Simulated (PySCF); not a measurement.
# C2H5ClSi: excited states, first hyperpolarisability

Wanted: excited states, first hyperpolarisability for C2H5ClSi (`[SiH3]/C=C/Cl`).

Programs: PySCF 2.14.0, with routines of our own; each step states its level. All values are computed. Atoms count from 0.

## 1. The starting structure

9 atoms, charge 0, multiplicity 1; geometry from: GFN2-xTB.

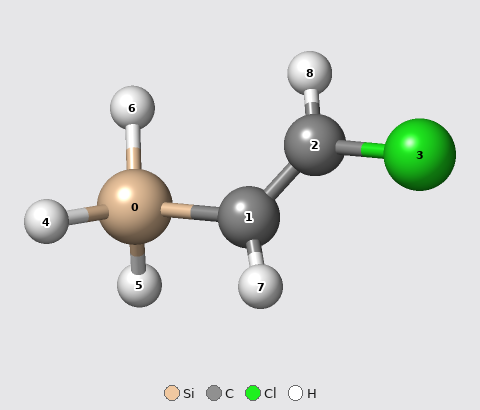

The starting geometry (silicon light orange, carbon grey, chlorine green, hydrogen white).

## 2. Relaxing the molecule at PBE0-D3(BJ)/def2-TZVP

Job settings and geometry (Å):

```
{"job": {"xc": "PBE0", "basis": "def2-TZVP", "d3": "d3bj", "grid": 2, "kind": "geom"}, "charge": 0, "multiplicity": 1}
Si    -1.376019    -0.130412    -0.033183
C      0.477407    -0.422256    -0.171421
C      1.386308     0.476731     0.158263
Cl     3.088433     0.207911     0.032027
H     -1.933064    -1.138893     0.870584
H     -1.969501    -0.277181    -1.363964
H     -1.621538     1.213387     0.487316
H      0.812406    -1.382410    -0.540547
H      1.149130     1.459117     0.535745
```

Command:

```
$ OMP_NUM_THREADS=1 python excited_run.py task.json out
```

One launch serves the whole session: the jobs run in the order shown.

The program printed:

```text
step   0  E = -828.56733760  max force = 0.018730
step   1  E = -828.56837582  max force = 0.001069
step   2  E = -828.56838973  max force = 0.000980
step   3  E = -828.56840552  max force = 0.000408
step   4  E = -828.56840216  max force = 0.000518
step   5  E = -828.56840761  max force = 0.000147
optimisation converged
```

It took 36 s on 1 thread of Arm Neoverse V1, shared host; peak memory 0.67 GiB.

Step by step:

| step | energy from step 0 (eV) | largest force component (eV/Å) |
| --- | --- | --- |
| 0 | 0.0000 | 0.9631 |
| 1 | -0.0283 | 0.0550 |
| 2 | -0.0286 | 0.0504 |
| 3 | -0.0291 | 0.0210 |
| 4 | -0.0290 | 0.0266 |
| 5 | -0.0291 | 0.0076 |

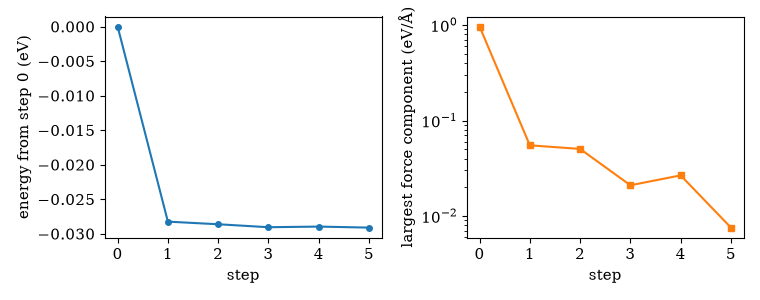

Energy and largest force along the relaxation.

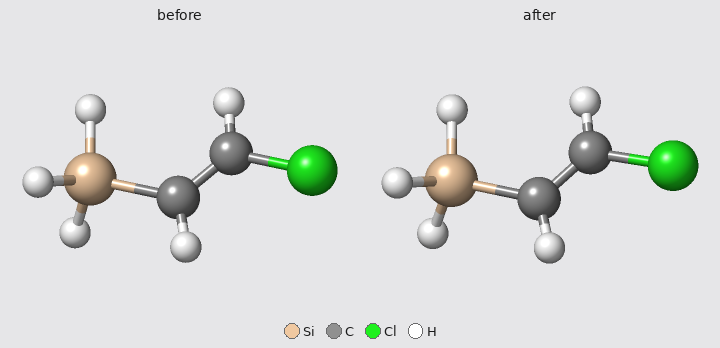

Before and after, at one scale.

Distances of close pairs at the start and the end, largest changes first:

| bond | before (Å) | after (Å) | change (Å) |
| --- | --- | --- | --- |
| Si0–H6 | 1.462 | 1.486 | +0.024 |
| Si0–C1 | 1.881 | 1.858 | -0.024 |
| Si0–H4 | 1.464 | 1.487 | +0.023 |
| Si0–H5 | 1.464 | 1.487 | +0.022 |
| C1–H7 | 1.082 | 1.087 | +0.005 |
| C1–C2 | 1.320 | 1.325 | +0.005 |
| C2–H8 | 1.079 | 1.084 | +0.005 |
| C2–Cl3 | 1.728 | 1.724 | -0.004 |

The next job starts from the end point, and lists it.

| at the end point | value |
| --- | --- |
| point group (found at 0.08 Å tolerance) | Cs |
| rotational constants (GHz, main isotopes) | 33.331, 1.486, 1.446 |
| dipole moment (D) | 0.74 |

## 3. Excited states: TDA CAM-B3LYP/def2-TZVPD

Job settings and geometry (Å):

```
{"job": {"kind": "states", "xc": "CAM-B3LYP", "basis": "def2-TZVPD", "tda": true, "soc": true, "nstates": 6, "ntriplets": 5, "nquad": 4}, "charge": 0, "multiplicity": 1}
Si    -1.283129    -0.207967    -0.117631
C      0.549019    -0.471696    -0.276061
C      1.412236     0.475688     0.061387
Cl     3.123302     0.305717    -0.057356
H     -1.877174    -1.214296     0.801597
H     -1.946221    -0.346334    -1.441168
H     -1.521812     1.157431     0.418145
H      0.937093    -1.415284    -0.651244
H      1.123928     1.447832     0.444441
```

Level: TDA CAM-B3LYP/def2-TZVPD excited states, vertical, gas phase, spin-orbit mean-field couplings.

The program printed:

```text
coarse grid: 8520 points
cycle   1  E = -828.8872184244  dE =  2.562e-01  |g| = 3.248e-01  |ddm| = 2.666e+00
cycle   2  E = -828.8902000299  dE = -2.982e-03  |g| = 3.375e-01  |ddm| = 5.909e-01
cycle   3  E = -828.9144923622  dE = -2.429e-02  |g| = 5.716e-02  |ddm| = 2.698e-01
cycle   4  E = -828.9153206467  dE = -8.283e-04  |g| = 2.148e-02  |ddm| = 9.777e-02
cycle   5  E = -828.9154321489  dE = -1.115e-04  |g| = 3.260e-03  |ddm| = 2.822e-02
cycle   6  E = -828.9154354669  dE = -3.318e-06  |g| = 9.436e-04  |ddm| = 8.809e-03
final grid: 72952 points
cycle   7  E = -828.9092266145  dE = -1.097e-05  |g| = 2.554e-03  |ddm| = 5.848e-02
cycle   8  E = -828.9092265236  dE =  9.095e-08  |g| = 2.446e-03  |ddm| = 6.116e-03
cycle   9  E = -828.9092278491  dE = -1.326e-06  |g| = 2.685e-04  |ddm| = 2.067e-03
cycle  10  E = -828.9092278667  dE = -1.761e-08  |g| = 1.142e-04  |ddm| = 5.012e-04
cycle  11  E = -828.9092278696  dE = -2.905e-09  |g| = 3.550e-05  |ddm| = 1.547e-04
cycle  12  E = -828.9092278700  dE = -4.493e-10  |g| = 7.958e-06  |ddm| = 7.635e-05
converged SCF energy = -828.9092278700

Singlet excitations
state   eV       nm        f     d(h-e)  d(exc)  Lambda  PR(NTO)  |dmu|/D   mu/D   main configurations
  1   6.6862   185.4   0.50286   0.664   2.841   0.763   1.146    1.808    1.030   H->L 0.90
  2   6.7461   183.8   0.00002   0.271   3.119   0.350   1.032    1.086    1.970   H->L+1 0.46, H->L+8 0.17, H->L+3 0.15
  3   6.8990   179.7   0.00197   1.278   2.835   0.378   1.015    3.921    3.070   H-1->L 0.95
  4   7.0419   176.1   0.00009   0.312   3.656   0.342   1.082    1.726    2.448   H->L+2 0.55, H->L+1 0.28
  5   7.3776   168.1   0.00166   0.113   2.652   0.558   1.112                     H-2->L 0.90
  6   7.5951   163.2   0.00005   0.119   3.800   0.247   1.019                     H->L+4 0.90

Triplet excitations (Tamm-Dancoff)
state   eV     d(h-e)  d(exc)  Lambda  PR(NTO)   main configurations
  1   4.0423   0.138   2.272   0.776   1.009   H->L 0.89
  2   6.2821   0.552   2.833   0.367   1.071   H->L+8 0.23, H->L+1 0.20, H->L+2 0.14
  3   6.6010   0.210   2.688   0.441   1.060   H-1->L 0.62, H-2->L 0.32
  4   6.8849   0.559   3.441   0.367   1.512   H->L+1 0.40, H->L+2 0.32, H-2->L 0.12
  5   6.9223   0.790   2.862   0.472   1.462   H-2->L 0.51, H-1->L 0.27, H->L+1 0.10
S1 - T1 = 2.6440 eV

Spin-orbit couplings |<S|Hso|T>| (cm-1)
             T1       T2       T3       T4       T5
S0        0.326  142.628   72.052   42.538   68.942
S1        0.066   39.474  132.075   74.480  131.637
S2       30.083    4.357    7.941    8.505    1.435
S3      108.784    7.352   45.943   43.329   86.109
S4       20.025    3.305   15.589    4.046    3.478
S5       55.364   12.257   92.420   17.581   42.330
S6        7.478   22.834    5.677    6.296    2.868
T1 sublevels (cm-1): 0.000 0.001 0.013   radiative rates (1/s): 14.3 0.000234 6.25
```

Wall time 22 s (1 thread of Arm Neoverse V1, shared host); peak memory 0.79 GiB.

From this job:

| quantity | value |
| --- | --- |
| S1 less T1 | 2.64 eV |

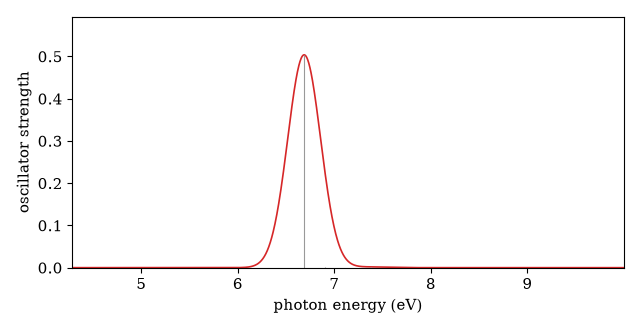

Absorption lines of the singlets. Lines are broadened to a width of 0.40 eV (Gaussian).

The fields below are evaluated on a grid from the run's orbitals.

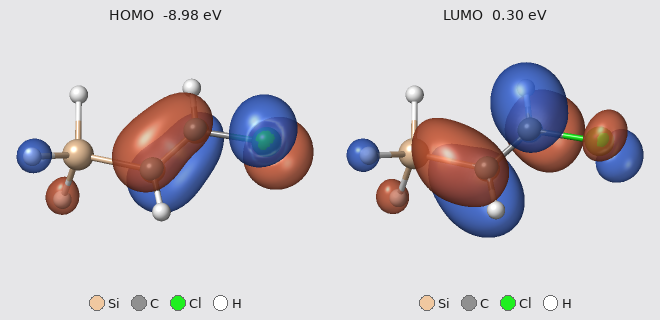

Frontier orbitals at CAM-B3LYP/def2-TZVPD; each surface holds 70 % of the orbital's density, blue and red mark the sign.

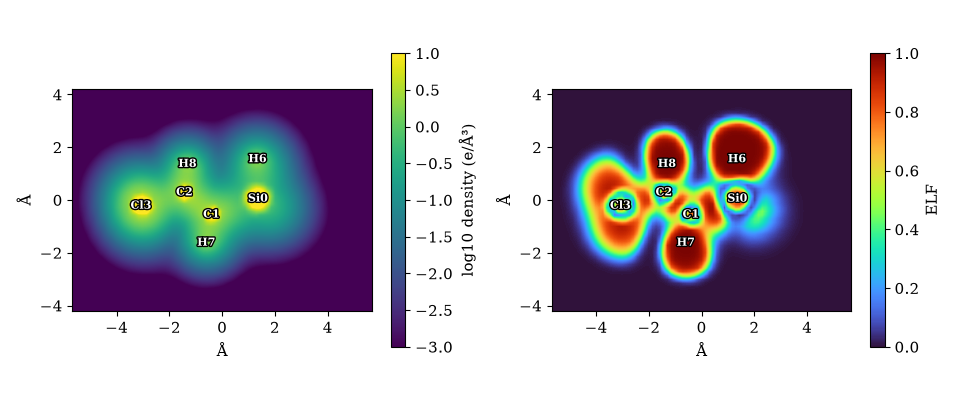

Density (left) and ELF (right) in a plane through or near 7 of the atoms.

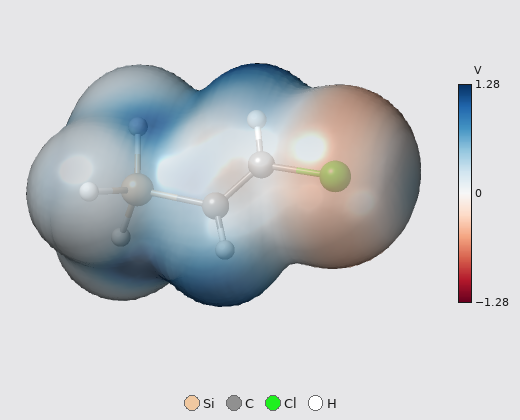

The potential that a unit positive charge feels on the 0.002 e/bohr³ surface, from -0.40 V near Cl3 to 1.28 V near H8.

## 4. Excited states: TDDFT CAM-B3LYP/aug-cc-pVTZ

The job, as its differences from that of step 3:

```diff
@@ -1,2 +1,2 @@
-{"job": {"kind": "states", "xc": "CAM-B3LYP", "basis": "def2-TZVPD", "tda": true, "soc": true, "nstates": 6, "ntriplets": 5, "nquad": 4}, "charge": 0, "multiplicity": 1}
+{"job": {"kind": "states", "xc": "CAM-B3LYP", "basis": "aug-cc-pVTZ", "tpa": true, "nstates": 8, "nquad": 6, "ntriplets": 0}, "charge": 0, "multiplicity": 1}
 Si    -1.283129    -0.207967    -0.117631
```

Method: TDDFT CAM-B3LYP/aug-cc-pVTZ excited states, vertical, gas phase, two-photon moments by quadratic response.

The program printed:

```text
coarse grid: 8520 points
cycle   1  E = -828.8779017848  dE =  2.646e-01  |g| = 3.244e-01  |ddm| = 6.511e+00
cycle   2  E = -828.8808193550  dE = -2.918e-03  |g| = 3.369e-01  |ddm| = 1.131e+00
cycle   3  E = -828.9052042405  dE = -2.438e-02  |g| = 5.734e-02  |ddm| = 5.159e-01
cycle   4  E = -828.9060373852  dE = -8.331e-04  |g| = 2.024e-02  |ddm| = 1.268e-01
cycle   5  E = -828.9061426902  dE = -1.053e-04  |g| = 2.811e-03  |ddm| = 4.141e-02
cycle   6  E = -828.9061454720  dE = -2.782e-06  |g| = 1.015e-03  |ddm| = 7.715e-03
final grid: 72952 points
cycle   7  E = -828.9159130221  dE = -1.784e-05  |g| = 2.377e-03  |ddm| = 1.797e-01
cycle   8  E = -828.9159129929  dE =  2.913e-08  |g| = 2.271e-03  |ddm| = 1.331e-02
cycle   9  E = -828.9159141804  dE = -1.187e-06  |g| = 2.640e-04  |ddm| = 3.675e-03
cycle  10  E = -828.9159141970  dE = -1.663e-08  |g| = 1.299e-04  |ddm| = 8.292e-04
cycle  11  E = -828.9159142008  dE = -3.776e-09  |g| = 3.379e-05  |ddm| = 2.616e-04
cycle  12  E = -828.9159142012  dE = -4.015e-10  |g| = 7.888e-06  |ddm| = 9.774e-05
converged SCF energy = -828.9159142012

Singlet excitations
state   eV       nm        f     d(h-e)  d(exc)  Lambda  PR(NTO)  |dmu|/D   mu/D   delta(TPA)   sigma/GM   main configurations
  1   6.4031   193.6   0.38955   0.600   2.827   0.745   1.175    1.599    0.814       56.52      0.849   H->L+1 0.95
  2   6.6676   186.0   0.00002   0.286   3.664   0.260   1.027    0.753    0.227        1.13      0.018   H->L 0.54, H->L+9 0.14, H->L+5 0.09
  3   6.9090   179.5   0.00184   1.247   2.850   0.372   1.015    3.788    2.911        0.03      0.001   H-1->L+1 0.94
  4   6.9205   179.2   0.00001   0.856   3.613   0.295   1.054    4.057    4.934       30.00      0.526   H->L+3 0.32, H->L+9 0.27, H->L+5 0.11
  5   7.3074   169.7   0.00000   0.322   4.419   0.169   1.016    0.893    1.101        6.05      0.118   H->L+2 0.80
  6   7.3550   168.6   0.00179   0.078   2.732   0.538   1.135    0.235    0.679        0.74      0.015   H-2->L+1 0.88
  7   7.5654   163.9   0.00008   1.882   4.565   0.279   1.045                                            H->L+9 0.23, H->L+3 0.21, H->L 0.16
  8   7.6724   161.6   0.01223   2.830   4.986   0.272   1.137                                            H->L+5 0.37, H->L+3 0.23, H->L 0.14
```

It took 44 s on 1 thread of Arm Neoverse V1, shared host; peak memory 1.1 GiB.

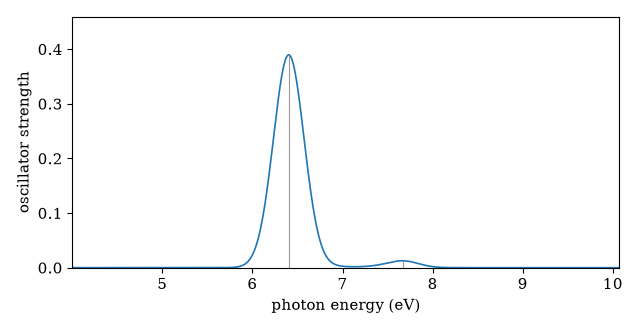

Absorption lines of the singlets. Lines are broadened to a width of 0.40 eV (Gaussian).

## 5. First hyperpolarisability: quadratic response CAM-B3LYP/aug-cc-pVTZ

The job, as its differences from that of step 4:

```diff
@@ -1,2 +1,2 @@
-{"job": {"kind": "states", "xc": "CAM-B3LYP", "basis": "aug-cc-pVTZ", "tpa": true, "nstates": 8, "nquad": 6, "ntriplets": 0}, "charge": 0, "multiplicity": 1}
+{"job": {"kind": "beta", "xc": "CAM-B3LYP", "basis": "aug-cc-pVTZ"}, "charge": 0, "multiplicity": 1}
 Si    -1.283129    -0.207967    -0.117631
```

Method: quadratic response CAM-B3LYP/aug-cc-pVTZ first hyperpolarisability, Taylor convention, gas phase.

The program printed:

```text
coarse grid: 8520 points
cycle   1  E = -828.8779017848  dE =  2.646e-01  |g| = 3.244e-01  |ddm| = 6.511e+00
cycle   2  E = -828.8808193550  dE = -2.918e-03  |g| = 3.369e-01  |ddm| = 1.131e+00
cycle   3  E = -828.9052042405  dE = -2.438e-02  |g| = 5.734e-02  |ddm| = 5.159e-01
cycle   4  E = -828.9060373852  dE = -8.331e-04  |g| = 2.024e-02  |ddm| = 1.268e-01
cycle   5  E = -828.9061426902  dE = -1.053e-04  |g| = 2.811e-03  |ddm| = 4.141e-02
cycle   6  E = -828.9061454720  dE = -2.782e-06  |g| = 1.015e-03  |ddm| = 7.715e-03
final grid: 72952 points
cycle   7  E = -828.9159130221  dE = -1.784e-05  |g| = 2.377e-03  |ddm| = 1.797e-01
cycle   8  E = -828.9159129929  dE =  2.913e-08  |g| = 2.271e-03  |ddm| = 1.331e-02
cycle   9  E = -828.9159141804  dE = -1.187e-06  |g| = 2.640e-04  |ddm| = 3.675e-03
cycle  10  E = -828.9159141970  dE = -1.663e-08  |g| = 1.299e-04  |ddm| = 8.292e-04
cycle  11  E = -828.9159142008  dE = -3.776e-09  |g| = 3.379e-05  |ddm| = 2.616e-04
cycle  12  E = -828.9159142012  dE = -4.015e-10  |g| = 7.888e-06  |ddm| = 9.774e-05
converged SCF energy = -828.9159142012

Lowest singlets (eV, f): 6.4031 0.3895  6.6676 0.0000  6.9090 0.0018

First hyperpolarisability (au)
process     nm      |vector|   parallel      HRS      DR
static         -      225.28    -134.44      85.63    7.12
shg       1907.0      236.77    -141.24      90.08   7.065
eope      1907.0      229.01    -136.65          -       -
shg       1064.0      265.90    -158.46     101.39   6.931
eope      1064.0      237.62    -141.74          -       -
```

Run time: 38 s. Hardware: 1 thread of Arm Neoverse V1, shared host; peak memory 0.99 GiB.

## 6. Outcome

| quantity | value |
| --- | --- |
| point group | Cs |
| rotational constants (main isotopes) | 33.33, 1.49, 1.45 GHz |
| S1 less T1 (step 3, TDA CAM-B3LYP/def2-TZVPD) | 2.64 eV |
| surface potential, least and greatest | -0.40 V and 1.28 V |
| β vector (step 5, quadratic response CAM-B3LYP/aug-cc-pVTZ) | static 225, SHG 1907.0 nm 237, SHG 1064.0 nm 266 au |

**Reading.** Relaxing lowered the energy by 0.029 eV in 5 steps; the close pair that moved most is Si0–H6, from 1.462 to 1.486 Å. In step 3, the number of triplets below S1 is 3, and the largest singlet-triplet spin-orbit coupling is S0–T2, 142.63 cm⁻¹. β grows from 225 au (static) to 266 au for doubling at 1064.0 nm: normal dispersion, which grows as twice the photon energy moves toward the bright states.
